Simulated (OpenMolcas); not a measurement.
**Converging the basis set for P2 (diphosphorus)**

The species is P2 (2 atoms), meant as a singlet with charge 0. As SMILES, `P#P`. Geometry: the measured bond length.

```tsv
atom	x (Å)	y (Å)	z (Å)
P	0.0000	0.0000	0.0000
P	0.0000	0.0000	1.8934
```

Program: OpenMolcas 26.06. Method: CASSCF(10,8) (DKH2, RICD fitting). Swept: basis set. Watched: the total energy. Each run: energy. Hardware: 1 thread of Arm Neoverse V1, shared host.

The last row is the best point of the sweep, not the limit.

```
   basis set  basis functions  energy (Eh)  from the best (mEh)  wall time
 ANO-RCC-VDZ               26  -683.147877              +72.680      4.8 s
ANO-RCC-VDZP               36  -683.214188               +6.369      5.1 s
ANO-RCC-VTZP               68  -683.219300               +1.257      7.8 s
ANO-RCC-VQZP              118  -683.220557                0.000       17 s
```

Which is the coarsest setting good to 10 mEh?

ANO-RCC-VDZP: it is 6.369 mEh off and takes 5.1 s, against 17 s for ANO-RCC-VQZP.

Which is the coarsest setting good to 2 mEh?

ANO-RCC-VTZP: it is 1.257 mEh off and takes 7.8 s, against 17 s for ANO-RCC-VQZP.

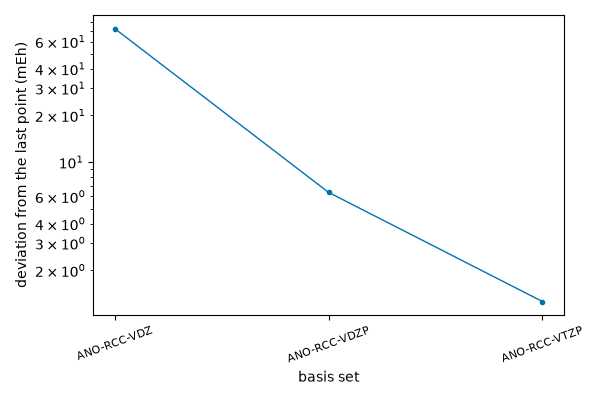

Absolute deviation from the last point of the sweep; values under 0.001 mEh are drawn at that floor.
